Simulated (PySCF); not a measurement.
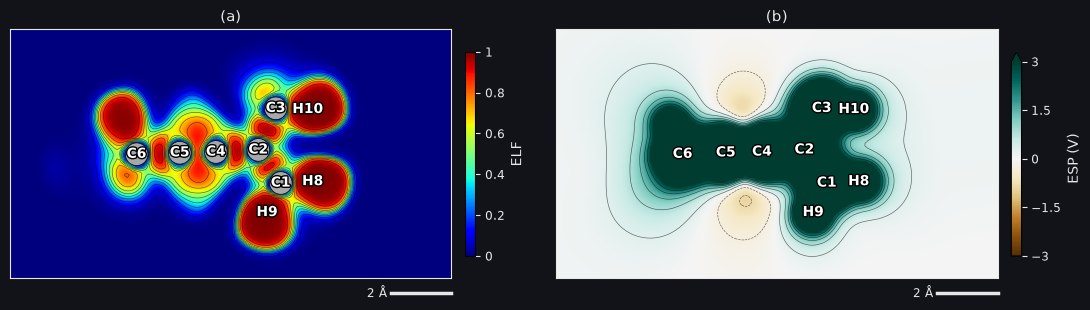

Figure 1: C₆H₁₀Si. (a) ELF; (b) electrostatic potential on the plane of atoms C2, C1 and H9. Grey discs cover the atomic cores in the ELF map.

Geometry: GFN2-xTB.

Computed with PySCF, PBE0/pcSseg-1, SCF density, gas phase, non-relativistic.

```xyz
17

C    -2.3745    1.7414    0.2831
C    -1.8247    0.6061   -0.1416
C    -2.6201   -0.6278   -0.4552
C    -0.4253    0.4907   -0.3269
C     0.7583    0.3681   -0.5113
C     2.1783    0.2275   -0.6998
Si    3.0838   -0.0176    0.9689
H    -3.4382    1.8340    0.4223
H    -1.7781    2.6102    0.5031
H    -3.6806   -0.4528   -0.2909
H    -2.2951   -1.4543    0.1765
H    -2.4641   -0.9230   -1.4925
H     2.3685   -0.6249   -1.3570
H     2.5639    1.1196   -1.2000
H     2.8895    1.1698    1.7997
H     2.5450   -1.1999    1.6400
H     4.5063   -0.2058    0.6716
```

Question: What does the map show?

Answer: Atoms in the plane: C and H.
C–C (1.20 Å): the ELF peaks at about 0.85 between the atoms (a multiple bond).
C–H (1.08 Å): the ELF climbs to about 1 towards the hydrogen, as it does in any bond to H: an ordinary covalent bond to hydrogen.
C–C (1.33 Å): the ELF peaks at about 0.95 between the atoms (a multiple bond).
Outside the dense part of the molecule the potential is most negative (−0.9 V) near C4.
